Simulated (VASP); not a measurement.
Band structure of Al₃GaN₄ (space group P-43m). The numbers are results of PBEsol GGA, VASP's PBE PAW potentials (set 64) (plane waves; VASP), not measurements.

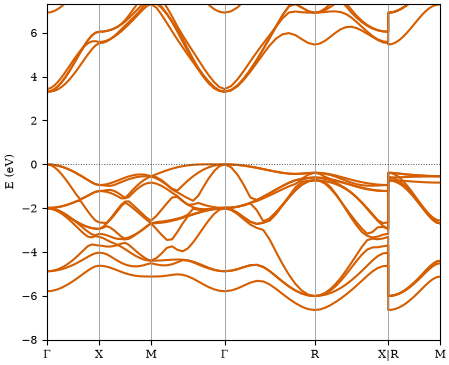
Fig. 1. Bands along high-symmetry lines, zero at the valence-band maximum or, without a gap, the Fermi level

Question: Read the plot: is there a gap, and where are the band edges?

Answer: The gap is indirect, 3.31 eV, from the valence maximum at M-Γ at 0.79 to the conduction minimum at Γ. (Edges off the drawn lines would not show.)

The structure comes from a computed database's Al3GaN4 entry (P-43m); how it stands against other phases isn't given here. It was relaxed first.
